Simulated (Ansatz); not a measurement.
# SiGeC (singlet): wave-function methods side by side, cc-pVDZ

Aim: climb from Hartree-Fock through coupled cluster and multireference methods for SiGeC (singlet) at one geometry and basis, and see what each rung misses.

Program: Ansatz 0.2.0, Gaussian basis. Level of theory: cc-pVDZ, core rule «outside noble gas», up to 20 orbitals frozen. These are calculated values, not measurements.

To be run: UHF; CCSD(T) on RHF; CCSD(T) on UHF; BCCD(T) on RHF; CISD; CCSDT(Q) on RHF; CCSDT(Q) on UHF; CASSCF and MRCISD+Q, 8 electrons in 8 orbitals; CASSCF and NEVPT2, 8 electrons in 8 orbitals.

20 further runs of the same task are left out: 9 that didn't finish, 11 set aside as unsound or not needed.

## Step 1: What is computed

The geometry is a PBE0/def2-TZVP stationary point (not a proven minimum) of the parent state, kept for this charge and spin. No spin-orbit coupling is included. The filled d shell of Ge may be among the frozen orbitals whatever the setting's name suggests; the logs give the count.

3 atoms, charge 0, spin multiplicity 1.

Atoms are counted from 1 here; the program's logs count them from 0.

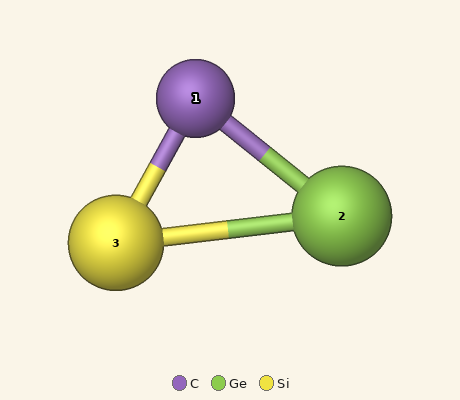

The geometry (carbon purple, germanium green, silicon yellow); atoms are numbered from 1 in the order of the file.

In the tables R marks a restricted determinant and U an unrestricted one; 'frontier' is the active space of 8 electrons in 8 orbitals; energies count from the table's Hartree-Fock row.

## Step 2: UHF

The input, in.yaml:

```yaml
crystal:
  periodic: [false, false, false]
  atoms:
    - {symbol: C, position_ang: [0.000000, -1.189587, -0.766512]}
    - {symbol: Ge, position_ang: [0.000000, 0.073797, 0.755332]}
    - {symbol: Si, position_ang: [0.000000, 0.317856, -1.625785]}
basis:
  gaussian: {orbitals: cc-pVDZ}
magnetization: {spin_polarized: true, initial_magnetization: 0}
hamiltonian: {xc: hf}
output: {orbitals: {seedname: orbitals}}
```

Started as:

```bash
$ ansatz run in.yaml --threads 1 --pin off --events-out ev --progress --plain --max-ram 2393MiB
```

Output:

```text
Functional definition: HF
  name "HF"
  cite "Fock, Z. Phys. 61, 126 (1930) doi:10.1007/BF01340294"
  parent pbe
  exchange = exact_x
  correlation = 0
647 factors; integrals over basis functions are off by at most 8.2e-4 eV
mean field evaluation 1: about -65358.1159 eV, gradient 2.3e1 eV
mean field evaluation 2: about -65358.1226 eV, gradient 2.3e1 eV
mean field evaluation 4: about -65361.3497 eV, gradient 2.0e0 eV
mean field evaluation 8: about -65361.4133 eV, gradient 7.0e-3 eV
mean field evaluation 16: about -65361.4087 eV, gradient 4.0e-1 eV
mean field evaluation 32: about -65361.5132 eV, gradient 6.8e-1 eV
mean field evaluation 64: about -65361.8413 eV, gradient 1.1e-5 eV
mean field evaluation 96: about -65361.2837 eV, gradient 1.8e0 eV
mean field evaluation 128: about -65361.6406 eV, gradient 1.3e0 eV
mean field evaluation 160: about -65361.5782 eV, gradient 8.5e-1 eV
mean field evaluation 192: about -65361.4127 eV, gradient 1.2e-1 eV
mean field -65361.84128630 eV, -2402.0033634242 hartree, gradient 2.7e-5 eV, S^2 0.889426; 6 other end points of the search recorded, 0 dependent functions left out
reference -65361.84128630 eV, -2402.0033634242 hartree; 26, 26 occupied and 33, 33 virtual orbitals, 647 factors
Total energy: -65361.84128630 eV, -2402.0033634242 hartree
```

Run time: 6 s. Hardware: 1 thread of Arm Neoverse V1, shared host.

From the report: ⟨S²⟩ of the determinant 0.889 (pure singlet: 0.00). The determinant is far from a pure spin state, so its energy mixes those of several spin states (harmless only where they are near-degenerate, as at dissociation).

The unrestricted solution breaks the spin symmetry, so the restricted determinant is unstable here.

## Step 3: CCSD(T) on RHF

Edit in.yaml of step 2 so:

```diff
@@ -8,4 +8,3 @@
   gaussian: {orbitals: cc-pVDZ}
-magnetization: {spin_polarized: true, initial_magnetization: 0}
-hamiltonian: {xc: hf}
-output: {orbitals: {seedname: orbitals}}
+magnetization: {spin_polarized: false}
+correlation: {method: ccsd_t, electrons: outside_noble_gas}
```

Launched as before.

Output, cut to the lines that bear on the results:

```text
Functional definition: HF
  name "HF"
  cite "Fock, Z. Phys. 61, 126 (1930) doi:10.1007/BF01340294"
  parent pbe
[...]
647 factors; integrals over basis functions are off by at most 8.2e-4 eV
[...]
mean field -65361.41333622 eV, -2401.9876365489 hartree, gradient 2.7e-6 eV, S^2 0.000000; 3 other end points of the search recorded, 0 dependent functions left out; unrestricted orbitals would lower it
determinant -65361.41333622 eV, -2401.9876365489 hartree, with singles and doubles -65369.93526823 eV, -2402.3008117738 hartree
determinant -65353.75466647 eV, -2401.7061856268 hartree, with singles and doubles -65362.40268874 eV, -2402.0239945833 hartree
20 core orbitals not correlated: weight in the atoms' cores, before any rotation towards them, 0.999 or more for the frozen orbitals, at most 0.001 for the correlated occupied ones
reference -65361.41333622 eV, -2401.9876365489 hartree; 6, 6 occupied and 33, 33 virtual orbitals, 647 factors
second order -8.06406403 eV of doubles, -0.00000000 eV of singles
cycle   1  -8.51872084 eV  change    3.2e-3 eV  update   4.6e-3
[...]
cycle   9  -8.52203928 eV  change   -2.1e-6 eV  update   5.3e-6
perturbative correction -0.61495925 eV, -0.0225993357 hartree
Total energy: -65370.55033475 eV, -2402.3234150517 hartree
```

Wall time 2.7 s (1 thread of Arm Neoverse V1, shared host).

From the report: correlation -9.1370 eV; T1 0.035; largest double amplitude 0.08.

## Step 4: CCSD(T) on UHF

Edit in.yaml of step 3 so:

```diff
@@ -8,3 +8,3 @@
   gaussian: {orbitals: cc-pVDZ}
-magnetization: {spin_polarized: false}
+magnetization: {spin_polarized: true, initial_magnetization: 0}
 correlation: {method: ccsd_t, electrons: outside_noble_gas}
```

Same command.

Output, cut to the lines that bear on the results:

```text
Functional definition: HF
  name "HF"
  cite "Fock, Z. Phys. 61, 126 (1930) doi:10.1007/BF01340294"
  parent pbe
[...]
647 factors; integrals over basis functions are off by at most 8.2e-4 eV
[...]
mean field -65361.84128630 eV, -2402.0033634242 hartree, gradient 1.9e-6 eV, S^2 0.889427; 22 other end points of the search recorded, 0 dependent functions left out
determinant -65361.84128630 eV, -2402.0033634242 hartree, with singles and doubles -65369.80438556 eV, -2402.2960019244 hartree
determinant -65360.55000539 eV, -2401.9559097261 hartree, with singles and doubles -65368.47778134 eV, -2402.2472501188 hartree
determinant -65360.10873363 eV, -2401.9396932880 hartree, with singles and doubles -65367.55936426 eV, -2402.2134989133 hartree
determinant -65359.97208109 eV, -2401.9346713997 hartree, with singles and doubles -65367.17247362 eV, -2402.1992809448 hartree
determinant -65359.15053026 eV, -2401.9044799638 hartree, with singles and doubles -65366.93434947 eV, -2402.1905300436 hartree
determinant -65359.09959341 eV, -2401.9026080688 hartree, with singles and doubles -65366.45092194 eV, -2402.1727644096 hartree
determinant -65359.03917003 eV, -2401.9003875506 hartree, with singles and doubles -65367.07094717 eV, -2402.1955499165 hartree
determinant -65361.41333622 eV, -2401.9876365489 hartree, with singles and doubles -65369.93451879 eV, -2402.3007842324 hartree
20 core orbitals not correlated: weight in the atoms' cores, before any rotation towards them, 0.999 or more for the frozen orbitals, at most 0.001 for the correlated occupied ones
reference -65361.84128630 eV, -2402.0033634242 hartree; 6, 6 occupied and 33, 33 virtual orbitals, 647 factors
second order -6.81358145 eV of doubles, -0.00000000 eV of singles
cycle   1  -7.96708696 eV  change   -4.0e-3 eV  update   1.4e-2
[...]
cycle  14  -8.04292671 eV  change    3.3e-7 eV  update   7.0e-6
perturbative correction -0.54705518 eV, -0.0201039069 hartree
Total energy: -65370.43126819 eV, -2402.3190394361 hartree
```

Wall time 39 s (1 thread of Arm Neoverse V1, shared host).

From the report: ⟨S²⟩ of the determinant 0.889 (pure singlet: 0.00); correlation -8.5900 eV; T1 0.095; largest double amplitude 0.08. The determinant is far from a pure spin state, so its energy mixes those of several spin states (harmless only where they are near-degenerate, as at dissociation).

## Step 5: BCCD(T) on RHF

Edit in.yaml of step 4 so:

```diff
@@ -8,3 +8,3 @@
   gaussian: {orbitals: cc-pVDZ}
-magnetization: {spin_polarized: true, initial_magnetization: 0}
-correlation: {method: ccsd_t, electrons: outside_noble_gas}
+magnetization: {spin_polarized: false}
+correlation: {method: bccd_t, electrons: outside_noble_gas}
```

Same command.

Output, cut to the lines that bear on the results:

```text
Functional definition: HF
  name "HF"
  cite "Fock, Z. Phys. 61, 126 (1930) doi:10.1007/BF01340294"
  parent pbe
[...]
647 factors; integrals over basis functions are off by at most 8.2e-4 eV
[...]
mean field -65361.41333622 eV, -2401.9876365489 hartree, gradient 2.7e-6 eV, S^2 0.000000; 3 other end points of the search recorded, 0 dependent functions left out; unrestricted orbitals would lower it
determinant -65361.41333622 eV, -2401.9876365489 hartree, with singles and doubles -65369.93526823 eV, -2402.3008117738 hartree
determinant -65353.75466647 eV, -2401.7061856268 hartree, with singles and doubles -65362.40268874 eV, -2402.0239945833 hartree
20 core orbitals not correlated: weight in the atoms' cores, before any rotation towards them, 0.999 or more for the frozen orbitals, at most 0.001 for the correlated occupied ones
reference -65361.41333622 eV, -2401.9876365489 hartree; 6, 6 occupied and 33, 33 virtual orbitals, 647 factors
second order -8.06406403 eV of doubles, -0.00000000 eV of singles
cycle   1  -8.44442333 eV  change    7.8e-2 eV  update   1.6e-2
[...]
cycle  11  -8.47391324 eV  change    1.8e-6 eV  update   8.6e-6
perturbative correction -0.66866316 eV, -0.0245729180 hartree
Total energy: -65370.55591263 eV, -2402.3236200349 hartree
```

Run time: 2.9 s. Hardware: 1 thread of Arm Neoverse V1, shared host.

From the report: correlation -9.1426 eV; largest double amplitude 0.08.

## Step 6: CISD

Edit in.yaml of step 5 so:

```diff
@@ -8,3 +8,2 @@
   gaussian: {orbitals: cc-pVDZ}
-magnetization: {spin_polarized: false}
-correlation: {method: bccd_t, electrons: outside_noble_gas}
+correlation: {active_space: {ras: {orbitals: [6, 0, 33], electrons: 12, max_holes: 2, max_particles: 2}, fixed_orbitals: true}}
```

Same command.

Output:

```text
Functional definition: HF
  name "HF"
  cite "Fock, Z. Phys. 61, 126 (1930) doi:10.1007/BF01340294"
  parent pbe
  exchange = exact_x
  correlation = 0
647 factors; integrals over basis functions are off by at most 8.2e-4 eV
mean field evaluation 1: about -65358.0016 eV, gradient 3.2e1 eV
mean field evaluation 2: about -65358.1378 eV, gradient 3.2e1 eV
mean field evaluation 4: about -65361.3467 eV, gradient 2.9e0 eV
mean field evaluation 8: about -65361.4108 eV, gradient 3.5e-1 eV
mean field evaluation 16: about -65361.4133 eV, gradient 2.7e-6 eV
mean field evaluation 32: about -65354.3722 eV, gradient 4.2e0 eV
mean field -65361.41333622 eV, -2401.9876365489 hartree, gradient 2.7e-6 eV, S^2 0.000000; 3 other end points of the search recorded, 0 dependent functions left out
reference -65361.41333622 eV, -2401.9876365489 hartree; 26, 26 occupied and 33, 33 virtual orbitals, 647 factors
state -65368.86191864 eV, -2402.2613669039 hartree
Total energy: -65368.86191864 eV, -2402.2613669039 hartree
```

It took 2.2 s on 1 thread of Arm Neoverse V1, shared host.

From the report: 28,953 determinants.

## Step 7: CCSDT(Q) on RHF

Edit in.yaml of step 6 so:

```diff
@@ -8,2 +8,3 @@
   gaussian: {orbitals: cc-pVDZ}
-correlation: {active_space: {ras: {orbitals: [6, 0, 33], electrons: 12, max_holes: 2, max_particles: 2}, fixed_orbitals: true}}
+magnetization: {spin_polarized: false}
+correlation: {method: ccsdt_q, electrons: outside_noble_gas}
```

The command is unchanged.

Output, cut to the lines that bear on the results:

```text
Functional definition: HF
  name "HF"
  cite "Fock, Z. Phys. 61, 126 (1930) doi:10.1007/BF01340294"
  parent pbe
[...]
1169 factors; integrals over basis functions are off by at most 1.4e-7 eV
[...]
mean field -65361.41347913 eV, -2401.9876418008 hartree, gradient 3.1e-6 eV, S^2 0.000000; 3 other end points of the search recorded, 0 dependent functions left out; unrestricted orbitals would lower it
determinant -65361.41347913 eV, -2401.9876418008 hartree, with singles and doubles -65369.93541605 eV, -2402.3008172060 hartree
determinant -65353.75481613 eV, -2401.7061911266 hartree, with singles and doubles -65362.40285351 eV, -2402.0240006385 hartree
20 core orbitals not correlated: weight in the atoms' cores, before any rotation towards them, 0.999 or more for the frozen orbitals, at most 0.001 for the correlated occupied ones
reference -65361.41347913 eV, -2401.9876418008 hartree; 6, 6 occupied and 33, 33 virtual orbitals, 1169 factors
second order -8.06408454 eV of doubles, -0.00000000 eV of singles
cycle   1  -7.91586982 eV  change    1.5e-1 eV  update   1.6e-1
[...]
cycle  21  -9.14491719 eV  change   -7.0e-7 eV  update   7.3e-7
perturbative correction -0.08703842 eV, -0.0031986028 hartree
Total energy: -65370.64543473 eV, -2402.3269099115 hartree
```

It took 13 s on 1 thread of Arm Neoverse V1, shared host.

From the report: correlation -9.2320 eV; T1 0.037; largest double amplitude 0.11.

## Step 8: CCSDT(Q) on UHF

Edit in.yaml of step 7 so:

```diff
@@ -8,3 +8,3 @@
   gaussian: {orbitals: cc-pVDZ}
-magnetization: {spin_polarized: false}
+magnetization: {spin_polarized: true, initial_magnetization: 0}
 correlation: {method: ccsdt_q, electrons: outside_noble_gas}
```

Same command.

Output, cut to the lines that bear on the results:

```text
Functional definition: HF
  name "HF"
  cite "Fock, Z. Phys. 61, 126 (1930) doi:10.1007/BF01340294"
  parent pbe
[...]
1169 factors; integrals over basis functions are off by at most 1.4e-7 eV
[...]
mean field -65361.84142534 eV, -2402.0033685338 hartree, gradient 2.1e-6 eV, S^2 0.889425; 22 other end points of the search recorded, 0 dependent functions left out
determinant -65361.84142534 eV, -2402.0033685338 hartree, with singles and doubles -65369.80453447 eV, -2402.2960073967 hartree
determinant -65360.55015654 eV, -2401.9559152806 hartree, with singles and doubles -65368.47793681 eV, -2402.2472558319 hartree
determinant -65360.10888219 eV, -2401.9396987475 hartree, with singles and doubles -65367.55952494 eV, -2402.2135048183 hartree
determinant -65359.97222542 eV, -2401.9346767037 hartree, with singles and doubles -65367.17264463 eV, -2402.1992872291 hartree
[...]
determinant -65359.09974439 eV, -2401.9026136175 hartree, with singles and doubles -65366.45112806 eV, -2402.1727719841 hartree
determinant -65359.03931710 eV, -2401.9003929554 hartree, with singles and doubles -65367.07110353 eV, -2402.1955556625 hartree
determinant -65361.41347913 eV, -2401.9876418008 hartree, with singles and doubles -65369.93466695 eV, -2402.3007896774 hartree
20 core orbitals not correlated: weight in the atoms' cores, before any rotation towards them, 0.999 or more for the frozen orbitals, at most 0.001 for the correlated occupied ones
reference -65361.84142534 eV, -2402.0033685338 hartree; 6, 6 occupied and 33, 33 virtual orbitals, 1169 factors
second order -6.81360245 eV of doubles, -0.00000000 eV of singles
cycle   1  -7.17138960 eV  change   -3.6e-1 eV  update   1.5e-1
[...]
cycle  35  -8.70356408 eV  change    4.2e-7 eV  update   1.5e-7
perturbative correction -0.10023114 eV, -0.0036834264 hartree
Total energy: -65370.64522056 eV, -2402.3269020408 hartree
```

It took 1.7 min on 1 thread of Arm Neoverse V1, shared host; peak memory 0.48 GiB.

From the report: ⟨S²⟩ of the determinant 0.889 (pure singlet: 0.00); correlation -8.8038 eV; T1 0.118; largest double amplitude 0.13. The determinant is far from a pure spin state, so its energy mixes those of several spin states (harmless only where they are near-degenerate, as at dissociation).

## Step 9: CASSCF and MRCISD+Q, 8 electrons in 8 orbitals

Edit in.yaml of step 8 so:

```diff
@@ -8,3 +8,2 @@
   gaussian: {orbitals: cc-pVDZ}
-magnetization: {spin_polarized: true, initial_magnetization: 0}
-correlation: {method: ccsdt_q, electrons: outside_noble_gas}
+correlation: {method: fic_mrcisd_q, electrons: outside_noble_gas, active_space: {window: {electrons: 8, orbitals: 8}}}
```

Same command.

Output, cut to the lines that bear on the results:

```text
Functional definition: HF
  name "HF"
  cite "Fock, Z. Phys. 61, 126 (1930) doi:10.1007/BF01340294"
  parent pbe
[...]
647 factors; integrals over basis functions are off by at most 8.2e-4 eV
[...]
mean field -65361.41333622 eV, -2401.9876365489 hartree, gradient 2.7e-6 eV, S^2 0.000000; 3 other end points of the search recorded, 0 dependent functions left out; unrestricted orbitals would lower it
reference -65361.41333622 eV, -2401.9876365489 hartree; 26, 26 occupied and 33, 33 virtual orbitals, 647 factors
state -65364.89384740 eV, -2402.1155429755 hartree
contracted CI cycle   1: correlation 0.00000000 eV, 0.0000000000 hartree, residual 1.60e1 eV
contracted CI cycle   2: correlation -4.69052997 eV, -0.1723737971 hartree, residual 3.80e0 eV
contracted CI cycle   3: correlation -4.98633466 eV, -0.1832444187 hartree, residual 1.27e0 eV
contracted CI cycle   4: correlation -5.01958766 eV, -0.1844664440 hartree, residual 5.34e-1 eV
contracted CI cycle   5: correlation -5.02489780 eV, -0.1846615882 hartree, residual 2.16e-1 eV
contracted CI cycle   6: correlation -5.02577111 eV, -0.1846936818 hartree, residual 8.25e-2 eV
contracted CI cycle   7: correlation -5.02589944 eV, -0.1846983977 hartree, residual 3.01e-2 eV
contracted CI cycle   8: correlation -5.02591669 eV, -0.1846990316 hartree, residual 1.15e-2 eV
contracted CI cycle   9: correlation -5.02591916 eV, -0.1846991225 hartree, residual 4.35e-3 eV
contracted CI cycle  10: correlation -5.02591952 eV, -0.1846991357 hartree, residual 1.64e-3 eV
state -65364.89384740 eV, -2402.1155429755 hartree; corrected -65370.53287134 eV, -2402.3227732833 hartree
Total energy: -65370.53287134 eV, -2402.3227732833 hartree
```

Wall time 14 s (1 thread of Arm Neoverse V1, shared host).

From the report: 2,500 determinants; active occupations 1.98, 1.96, 1.94, 1.89, 0.11, 0.07, 0.04, 0.02.

## Step 10: CASSCF and NEVPT2, 8 electrons in 8 orbitals

Edit in.yaml of step 9 so:

```diff
@@ -8,2 +8,2 @@
   gaussian: {orbitals: cc-pVDZ}
-correlation: {method: fic_mrcisd_q, electrons: outside_noble_gas, active_space: {window: {electrons: 8, orbitals: 8}}}
+correlation: {method: sc_nevpt2, electrons: outside_noble_gas, active_space: {window: {electrons: 8, orbitals: 8}}}
```

The command is unchanged.

Output:

```text
Functional definition: HF
  name "HF"
  cite "Fock, Z. Phys. 61, 126 (1930) doi:10.1007/BF01340294"
  parent pbe
  exchange = exact_x
  correlation = 0
647 factors; integrals over basis functions are off by at most 8.2e-4 eV
mean field evaluation 1: about -65358.0016 eV, gradient 3.2e1 eV
mean field evaluation 2: about -65358.1378 eV, gradient 3.2e1 eV
mean field evaluation 4: about -65361.3467 eV, gradient 2.9e0 eV
mean field evaluation 8: about -65361.4108 eV, gradient 3.5e-1 eV
mean field evaluation 16: about -65361.4133 eV, gradient 2.7e-6 eV
mean field evaluation 32: about -65354.3722 eV, gradient 4.2e0 eV
mean field -65361.41333622 eV, -2401.9876365489 hartree, gradient 2.7e-6 eV, S^2 0.000000; 3 other end points of the search recorded, 0 dependent functions left out; unrestricted orbitals would lower it
reference -65361.41333622 eV, -2401.9876365489 hartree; 26, 26 occupied and 33, 33 virtual orbitals, 647 factors
state -65364.89384740 eV, -2402.1155429755 hartree
state -65364.89384740 eV, -2402.1155429755 hartree; corrected -65369.14121303 eV, -2402.2716307835 hartree
Total energy: -65369.14121303 eV, -2402.2716307835 hartree
```

Run time: 12 s. Hardware: 1 thread of Arm Neoverse V1, shared host.

From the report: 2,500 determinants; active occupations 1.98, 1.96, 1.94, 1.89, 0.11, 0.07, 0.04, 0.02.

## Step 11: The ladder

No level here is safe as a reference; RCCSDT(Q) serves as a yardstick only. Rows without a time come out of other runs: HF, MP2 and CCSD of CCSD(T), CCSDT of CCSDT(Q), CASSCF and MRCISD of the multireference runs.

| method | energy from the lowest RHF (meV) | from RCCSDT(Q) (meV) | time |
| --- | --- | --- | --- |
| RHF | 0.0 | +9232.1 |  |
| UHF | -428.0 | +8804.1 |  |
| RMP2 | -8064.1 | +1168.0 |  |
| UMP2 | -7241.5 | +1990.6 |  |
| CISD | -7448.6 | +1783.5 | 2.2 s |
| RCCSD | -8522.0 | +710.1 |  |
| UCCSD | -8470.9 | +761.2 |  |
| RCCSD(T) | -9137.0 | +95.1 | 2.7 s |
| UCCSD(T) | -9017.9 | +214.2 | 39 s |
| BCCD(T) | -9142.6 | +89.5 | 2.9 s |
| RCCSDT | -9145.1 | +87.0 |  |
| UCCSDT | -9131.7 | +100.4 |  |
| RCCSDT(Q) | -9232.1 | 0 | 13 s |
| UCCSDT(Q) | -9231.9 | +0.2 | 1.7 min |
| CASSCF frontier | -3480.5 | +5751.6 |  |
| NEVPT2 frontier | -7727.9 | +1504.2 | 12 s |
| MRCISD frontier | -8506.4 | +725.7 |  |
| MRCISD+Q frontier | -9119.5 | +112.6 | 14 s |

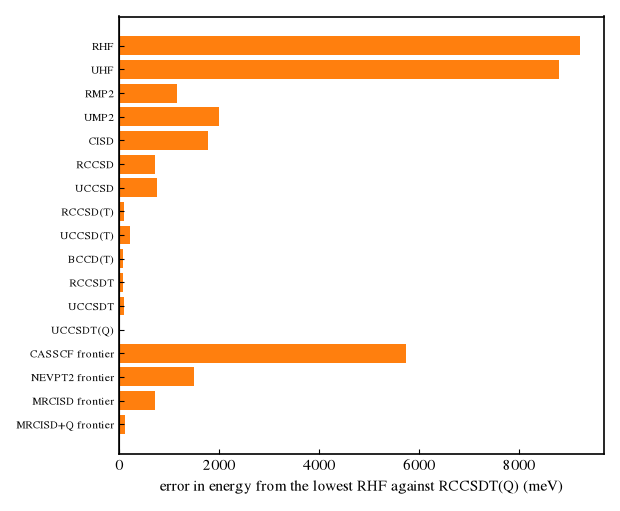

Deviations from RCCSDT(Q), method by method.

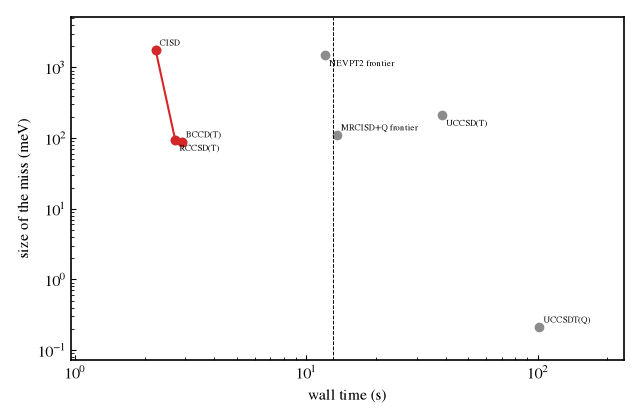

Miss against cost. Red marks the levels that no quicker level drawn beats (of those quicker than the yardstick), and the dashed line is the time of RCCSDT(Q). Times are from a shared host.

## Step 12: Summary of results

```
                        quantity        value
  RCCSDT(Q) below the RHF energy   -9.2321 eV
             RMP2 from RCCSDT(Q)  +1168.0 meV
             UMP2 from RCCSDT(Q)  +1990.6 meV
            RCCSD from RCCSDT(Q)   +710.1 meV
         RCCSD(T) from RCCSDT(Q)    +95.1 meV
         UCCSD(T) from RCCSDT(Q)   +214.2 meV
        UCCSDT(Q) from RCCSDT(Q)     +0.2 meV
  NEVPT2 frontier from RCCSDT(Q)  +1504.2 meV
MRCISD+Q frontier from RCCSDT(Q)   +112.6 meV
                   T1 diagnostic        0.035
```

In words: RCCSD(T) misses by +95.1 meV, 1.0 % of the correlation energy. CCSD(T) misses by +95.1 meV on the restricted determinant and by +214.2 meV on the unrestricted one; the two need not hold the same state or core. Warnings: restricted reference is unstable; spin contamination; large T1 diagnostic.
